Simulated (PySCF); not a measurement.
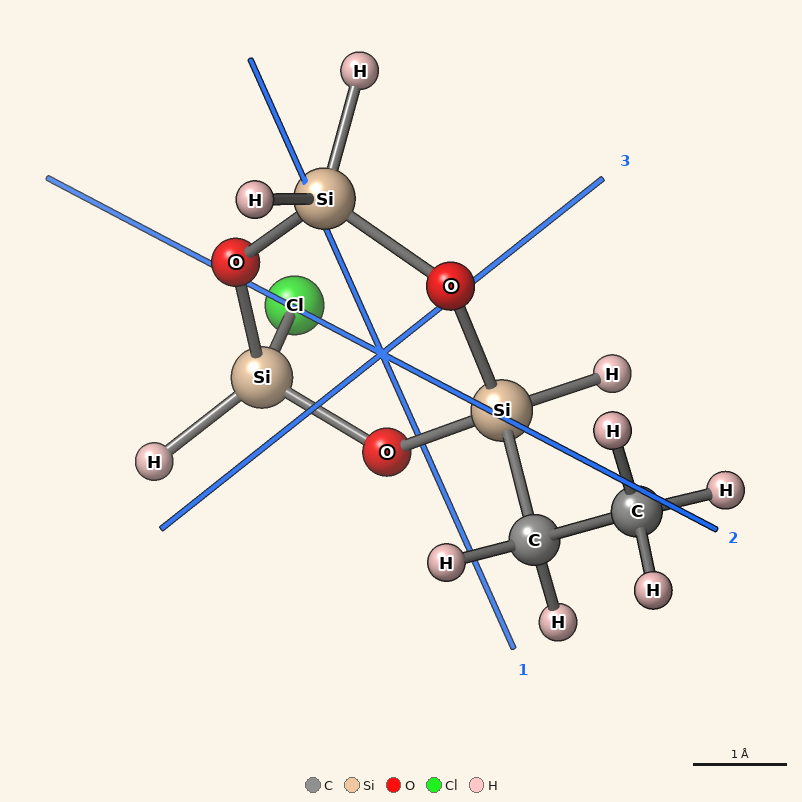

The three principal axes of inertia are drawn and numbered. Distant atoms are faded towards the background colour. The computed structure is the end point of a PBE0-D3(BJ)/def2-SVP optimisation. No frequency run is at hand to confirm it as a minimum. Masses are those of the most abundant isotopes; constants are for the rigid equilibrium geometry.

### Which line is the a axis (least moment of inertia), which b and which c?

a is line 2, b is line 1, c is line 3; the moments are 349, 898, 1118 u Å².

### Classify the rotor and give the rotational constants (GHz).

An asymmetric top (C1): A = 1.45, B = 0.563, C = 0.452 GHz. Ray's parameter κ is −0.78, nearer the prolate limit.
